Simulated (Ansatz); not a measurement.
**BaO: structures and their energies**

16 relaxations of BaO ended in 5 distinct structures. The numbers are results of PBEsol (plane waves to 420 eV, PAW, scalar-relativistic; Ansatz, a program for electronic structure), not measurements.

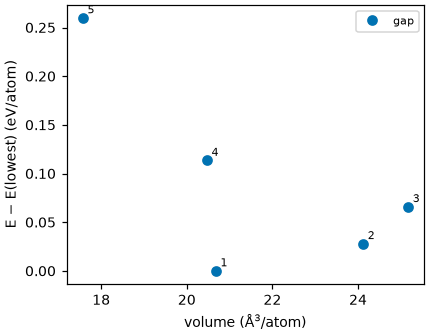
*Energy against volume of the distinct structures, numbered as in the table*

| # | space group | Pearson | type | E − E(lowest) (eV/atom) | V (Å³/atom) | gap (eV, no SOC) | coordination | runs ending here |
|---|---|---|---|---|---|---|---|---|
| 1 | Fm-3m | cF8 | rock salt type | 0.000 | 20.68 | 1.84 | O 6 (octahedral), Ba 6 (octahedral) | 10 |
| 2 | P6₃/mmc | hP4 | – | 0.028 | 24.12 | 2.16 | – | 3 |
| 3 | F-43m | cF8 | zinc blende type | 0.066 | 25.17 | 2.27 | O 4 (tetrahedral), Ba 4 (tetrahedral) | 1 |
| 4 | P6₃/mmc | hP4 | NiAs type | 0.113 | 20.47 | 2.21 | Ba 6 (octahedral), O 6 (trigonal prismatic) | 1 |
| 5 | Pm-3m | cP2 | CsCl type | 0.260 | 17.57 | 1.75 | Ba 8 (cubic), O 8 (cubic) | 1 |

Coordination numbers (neighbours up to the widest gap in distance over summed covalent radii, below 1.35; n+m marks a second, longer set; metal–metal contacts left out). Fm-3m, cF8, rock salt type is the lowest of the structures calculated here.

```cif
data_Ba4O4
_chemical_formula_sum 'O4 Ba4'
_space_group_name_H-M_alt 'Fm-3m'
_space_group_IT_number 225
_space_group_name_Hall '-F 4 2 3'
_cell_length_a 5.48964
_cell_length_b 5.48964
_cell_length_c 5.48964
_cell_angle_alpha 90.000
_cell_angle_beta 90.000
_cell_angle_gamma 90.000
loop_
_atom_site_label
_atom_site_type_symbol
_atom_site_symmetry_multiplicity
_atom_site_Wyckoff_symbol
_atom_site_fract_x
_atom_site_fract_y
_atom_site_fract_z
_atom_site_occupancy
O1 O 4 a 0.00000 0.00000 0.00000 1
Ba1 Ba 4 b 0.50000 0.50000 0.50000 1
```
(The calculation used a cell of 2 atoms; values per cell refer to that cell.)

Each run could gain symmetry but not lose that of its start, so entries can be saddle points. From databases, or of a type measured for this composition: Fm-3m, cF8, rock salt type; the others are generated cells (placed on structure types, drawn at random, substituted or restacked) that were not matched to a known phase here. Static energies at zero pressure. No spin polarisation in the result.
